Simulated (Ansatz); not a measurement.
A series of calculations on C$_{3}$H$_{4}$N$_{2}$

Part 1: Relaxation

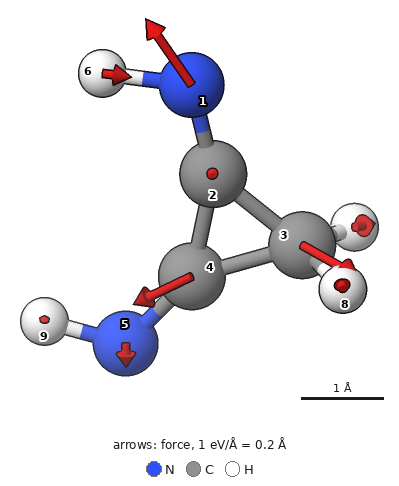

Starting geometry of C$_{3}$H$_{4}$N$_{2}$ with the computed forces as red arrows. A ball-and-stick model, seen at a tilt.

The run prepares an end point of a later path (torsion) calculation, from a guessed geometry.

The calculation used RKS revPBE-D4/def2-SVP in Ansatz. (no spin polarisation; force threshold 0.015 eV/Å; at most 40 steps)

What follows when this structure is relaxed?

It isn't relaxed: the largest force vector, on an N atom, is 5.14 eV/Å. The final displacements follow the starting forces only in part (cosine between the two patterns 0.64). Over 6 accepted moves (7 points after the start) the energy falls by 0.664 eV. Largest force component: 4.4 eV/Å at the start, 0.0066 eV/Å at the end. The line search rejected the trial step at point 2 of the run. An H atom moves most after the best rigid fit: 0.11 Å. By element the largest moves are H 0.11 Å, N 0.10 Å, C 0.10 Å. Among the contacts that change: C–C 1.415 → 1.509 Å, C–C 1.379 → 1.458 Å, H–N 1.103 → 1.039 Å, C–H 1.054 → 1.109 Å. Bond angles that change, for instance: C–C–N 149.8° → 156.1°, C–C–H 112.6° → 118.7°, C–N–H 114.9° → 109.2°. The run took 15 s on 1 thread of AMD EPYC 7R13 Processor (Zen 3), with other jobs on the host, peak memory 0.18 GiB.

Part 2: Relaxation

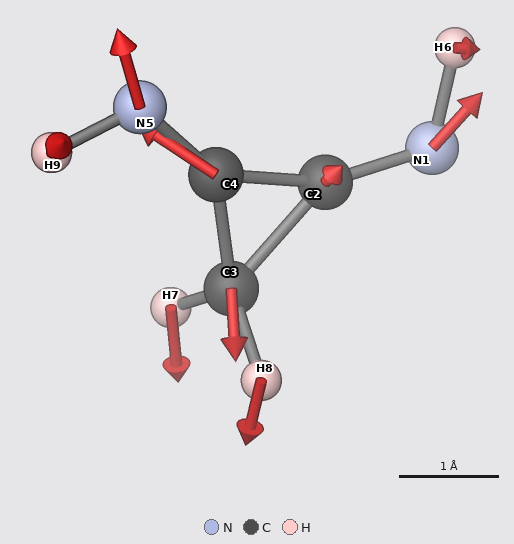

A relaxation of C3H4N2. The starting structure is drawn; red arrows show the displacements, 10 times their true length. The two geometries are superimposed by the best rigid fit.

A ball-and-stick model, seen at a tilt.

The run prepares an end point of a later path (torsion) calculation, from a guessed geometry.

Method: RKS revPBE-D4/def2-SVP in Ansatz 0.2.0.

The input:
```yaml
crystal:
  periodic: [false, false, false]
  atoms:
    - { symbol: "N", position_ang: [-0.1343, 0.3298, -1.8715] }
    - { symbol: C, position_ang: [0.0171, -0.0087, -0.7003] }
    - { symbol: C, position_ang: [0.6196, -1.0095, 0.1322] }
    - { symbol: C, position_ang: [-0.039, 0.1214, 0.6715] }
    - { symbol: "N", position_ang: [-0.5314, 0.673, 1.6999] }
    - { symbol: H, position_ang: [-0.7495, 1.2456, -1.8923] }
    - { symbol: H, position_ang: [0.2159, -1.9813, 0.1874] }
    - { symbol: H, position_ang: [1.763, -0.9486, 0.2399] }
    - { symbol: H, position_ang: [-0.3284, 0.193, 2.59077] }
basis:
  gaussian: { orbitals: def2-SVP }
hamiltonian:
  xc: revpbe
  dispersion: d4
relax:
  f_tol: 0.015
  max_steps: 40
output:
  orbitals: {}
```

Command:
```bash
ansatz run input.yaml --threads 1 --pin off --max-ram 2048MiB --backend cpu --events-out ev --progress --plain --runs-dir out
```

> What did the optimiser do to the structure, and how much energy did it gain?

The atom that moves furthest after the best rigid fit is C4 (0.098 Å). Largest moves by element: C 0.098 Å, H 0.096 Å, N 0.091 Å. Among the contacts that change: C3–C4 1.415 → 1.521 Å, C2–C3 1.434 → 1.513 Å, C2–C4 1.379 → 1.445 Å, N1–H6 1.103 → 1.039 Å. Among the angles between lasting bonds that change: C4–C3–H8 112.6° → 118.9°, C4–N5–H9 114.9° → 109.5°, C3–C4–N5 146.9° → 151.0°. The energy falls by 15.2 kcal/mol in 10 accepted moves (11 points after the start). The largest force component goes from 4.6 to 0.0086 eV/Å. The line search rejected the trial step at point 5 of the run.

Part 3: Path

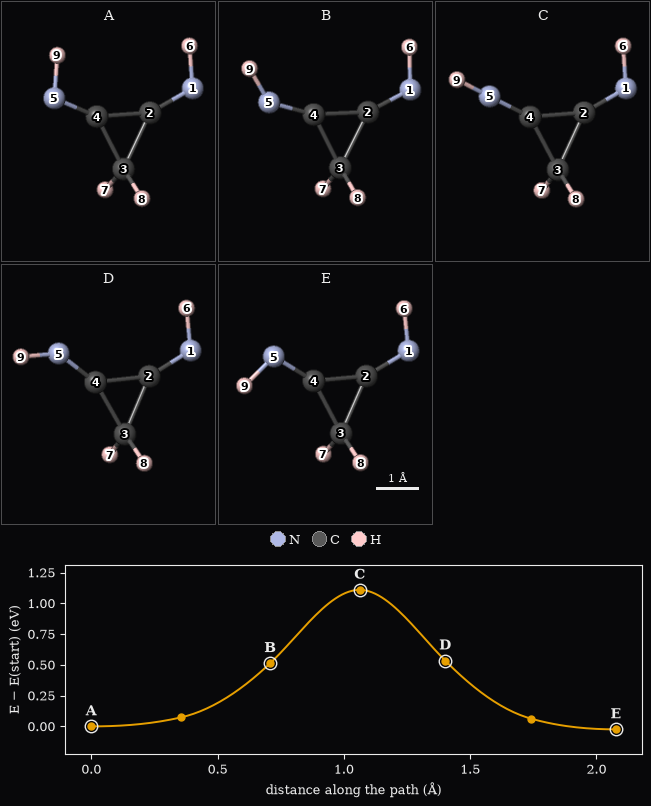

A search for the minimum-energy path of C3H4N2 by the nudged elastic band. Images are numbered from 0 (start) to 6 (end). Frames A to E are images 0, 2, 3, 4, 6. A ball-and-stick model, seen at a tilt.

Level of theory: RKS revPBE-D4/def2-SVP in Ansatz 0.2.0. Settings: 5 movable images; climbing image; force threshold 0.05 eV/Å; iteration limit 60; starting path through a guess of the saddle point.

Question: Read off the barrier and say what moves.

Answer: The highest point, image 3, lies 1.11 eV above the start and 1.13 eV above the end; the end is at −0.02 eV relative to the start. The motion is an in-plane inversion: the angle C4–N5–H9 opens from 109° to 179° on the way and closes on the other side (109° at the end). No bond forms or breaks between the ends. Bond angles that change up to the highest image, for instance: C4–N5–H9 109.2° → 179.2°, C3–C4–N5 142.8° → 147.2°. The band converged in 14 iterations. The largest component of the band force went from 15 to 0.035 eV/Å. The climbing image converged on the top of the path. Its vibrational analysis gives 2 imaginary modes over 30i cm⁻¹, so it isn't confirmed as a transition state.

The run took 120 s on 1 thread of AMD EPYC 7R13 Processor (Zen 3), with other jobs on the host, peak memory 0.18 GiB.
